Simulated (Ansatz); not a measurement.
C2H4OS: several calculations on one system

### Relaxation

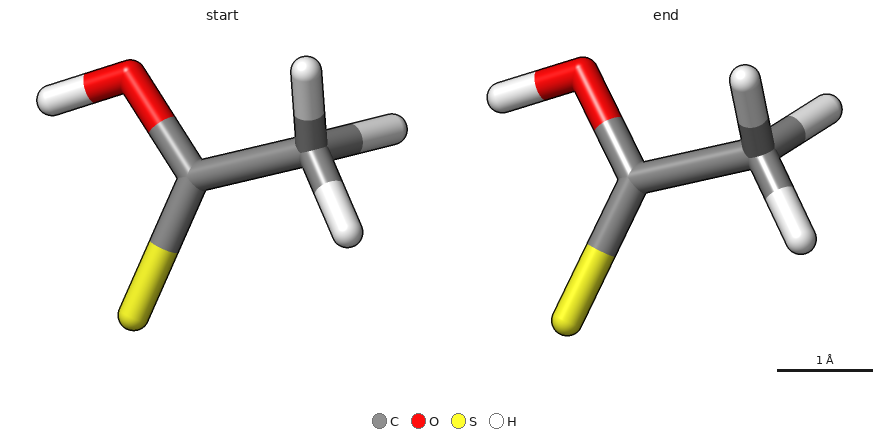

The structure of C₂H₄OS before (left) and after (right) a relaxation, at one scale.

A stick model, seen at a tilt.

The run prepares an end point of a later path (hydrogen shift) calculation, from a guessed geometry.

The calculation used RKS revPBE-D4/def2-SVPD (Ansatz 0.2.0). Set-up: no spin polarisation; force threshold 0.02 eV/Å; at most 50 steps.

**Summarise the run.**

The energy falls by 0.281 eV in 10 accepted moves (14 points after the start). The largest force component goes from 2.4 to 0.004 eV/Å. The line search rejected the trial steps at points 7, 9, 10, 13 of the run. The largest move after the best rigid fit is that of the S atom, 0.25 Å. By element the largest moves are S 0.25 Å, H 0.23 Å, O 0.13 Å, C 0.05 Å. Among the contacts that change: C–H 1.048 → 1.109 Å, C–C 1.455 → 1.503 Å, C–H 1.156 → 1.109 Å, H–O 0.944 → 0.981 Å. Among the angles between lasting bonds that change: H–C–H 104.4° → 109.8°, O–C–S 117.4° → 122.4°, C–C–H 114.5° → 109.7°. Cost: 22 s on 2 threads of Intel(R) Xeon(R) Platinum 8375C CPU @ 2.90GHz (Ice Lake), with other jobs on the host, peak memory 0.17 GiB.

### Relaxation

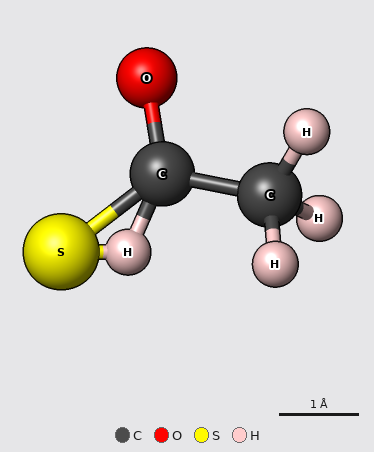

Starting structure of C2H4OS. A ball-and-stick model, seen at a tilt.

The run prepares an end point of a later path (hydrogen shift) calculation, from a guessed geometry.

Method: Ansatz 0.2.0, RKS revPBE-D4/def2-SVPD.

Input
```yaml
crystal:
  periodic: [false, false, false]
  atoms:
    - { symbol: C, position_ang: [0.1711, 0.9378, -0.0416] }
    - { symbol: C, position_ang: [-0.1025, -0.4855, -0.1678] }
    - { symbol: O, position_ang: [0.0449, -1.1758, 0.9518] }
    - { symbol: S, position_ang: [-0.5172, -1.3089, -1.5064] }
    - { symbol: H, position_ang: [0.9747, 1.1715, 0.5895] }
    - { symbol: H, position_ang: [-0.7709, 1.4703, 0.3646] }
    - { symbol: H, position_ang: [0.3653, 1.4304, -1.025] }
    - { symbol: H, position_ang: [-0.63724, -0.55065, -1.11538] }
basis:
  gaussian: { orbitals: def2-SVPD }
hamiltonian:
  xc: revpbe
  dispersion: d4
relax:
  f_tol: 0.02
  max_steps: 50
```

Run as
```bash
ansatz run input.yaml --threads 2 --pin off --max-ram 3072MiB --backend cpu --events-out ev --progress --plain --runs-dir out
```

### Where does the relaxation end?

The largest move after the best rigid fit is that of H8, 1.00 Å. Largest moves by element: H 1.00 Å, O 0.54 Å, S 0.41 Å, C 0.36 Å. Some distances before and after: C2–H8 1.090 → 2.418 Å, S4–H8 0.862 → 1.363 Å, C2–S4 1.625 → 1.828 Å, C2–O3 1.324 → 1.214 Å. Bonds break, among them: C2–H8 (1.09 → 2.42 Å). Bond angles that change, for instance: C2–S4–H8 38.4° → 97.5°, C1–C2–S4 128.0° → 116.6°, C1–C2–O3 114.6° → 124.8°. Groups turn about C1–C2 by about 40°, C2–S4 by about 35°. After 16 accepted moves (18 points after the start) the energy has fallen by 1273.4 kJ/mol. The largest force component goes from 48 to 0.018 eV/Å. The line search rejected the trial steps at points 13, 16 of the run. The run took 27 s on 2 threads of Intel(R) Xeon(R) Platinum 8375C CPU @ 2.90GHz (Ice Lake), on a shared host, peak memory 0.17 GiB.

History of the run:

```
step  E − E(0), kJ/mol  largest force component, eV/Å      note
   0              0.00                        48.3181          
   1           -809.79                        12.5729          
   2          -1068.11                         3.4421          
   3          -1151.72                         1.8966          
   4          -1194.65                         1.7103          
   5          -1229.34                         1.3686          
   6          -1250.47                         0.8549          
   7          -1259.35                         1.1400          
   8          -1261.40                         1.2901          
   9          -1269.98                         0.7439          
  10          -1271.51                         0.4270          
  11          -1272.93                         0.1080          
  12          -1273.21                         0.0208          
  13          -1272.49                         0.3886  rejected
  14          -1273.27                         0.0570          
  15          -1273.37                         0.1013          
  16          -1272.41                         0.3114  rejected
  17          -1273.43                         0.0072          
  18          -1273.44                         0.0183
```

Final geometry:

```xyz
8

C     0.1831    0.9579    0.0400
C     0.0978   -0.5547    0.1214
O     0.5775   -1.2284    1.0104
S    -0.8008   -1.3973   -1.2289
H     0.7542    1.3326    0.9075
H    -0.8331    1.3990    0.0414
H     0.6826    1.2650   -0.8997
H    -1.1331   -0.2849   -1.9424
```

After the run, drawn alike:

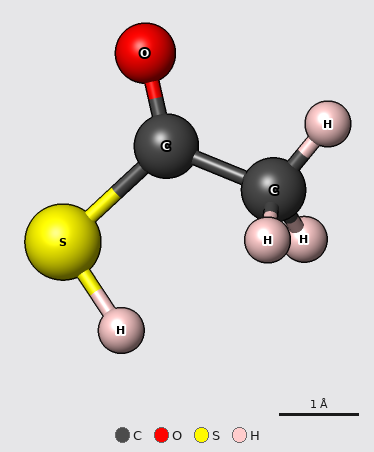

### Path

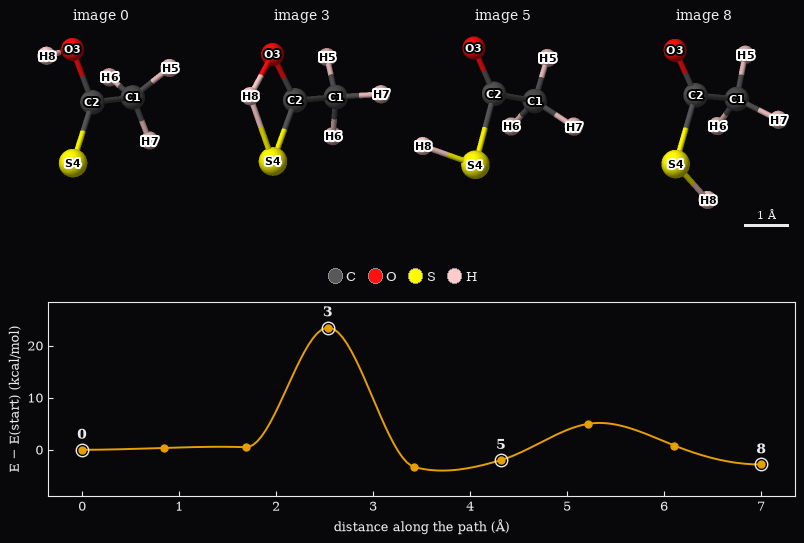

A nudged-elastic-band calculation for C$_{2}$H$_{4}$OS. Images are numbered from 0 (start) to 8 (end). Style: ball-and-stick. Shown from a free direction.

The calculation used RKS revPBE-D4/def2-SVPD (Ansatz 0.2.0). Settings: 7 movable images; climbing image; force threshold 0.05 eV/Å; iteration limit 60; starting path through a guess of the saddle point.

What happens along the path, and what is the barrier?

The path has more than one stage, and so few images may leave a stage unresolved. Breaking: O3–H8 (0.98 → 1.36 at the top → 3.54 Å). Forming: S4–H8 (2.57 → 1.66 at the top → 1.36 Å). Forward barrier 23.5 kcal/mol, backward barrier 26.3 kcal/mol, with image 3 at the top; the reaction energy is −2.8 kcal/mol. Image 4 lies below both ends, at −3.3 kcal/mol, which points to an intermediate minimum that so few images don't resolve. The profile has 2 maxima (images 3, 6) with a dip at image 4 (−3.3 kcal/mol), so the process runs in steps. The band converged in 23 iterations. The largest component of the band force went from 190 to 0.047 eV/Å. The climbing image converged on the top of the path. Its vibrational analysis gives one imaginary mode (1523i cm⁻¹), as a transition state must have.
